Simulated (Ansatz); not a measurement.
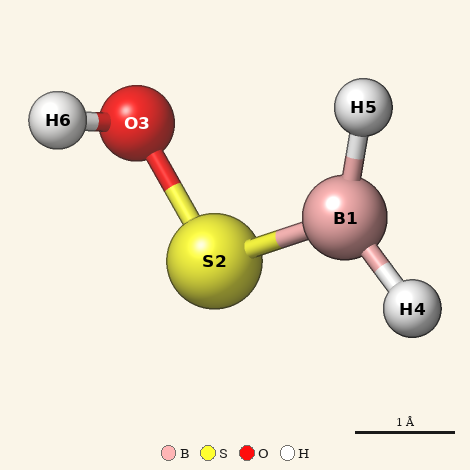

Atoms carry their numbers in the input. Computed geometry: PBE0-D4/def2-TZVP optimisation. No frequency run is at hand to confirm it as a minimum.

> What is the geometry at B1?

B1 has 3 neighbours (S2 at 1.74, H4 at 1.19, H5 at 1.19 Å); the arrangement is trigonal planar.

> How are the neighbours of atom 2 arranged?

S2 has 2 neighbours (B1 at 1.74, O3 at 1.66 Å); the arrangement is bent.

> Describe the coordination of atom 3.

O3 has 2 neighbours (S2 at 1.66, H6 at 0.96 Å); the arrangement is bent.
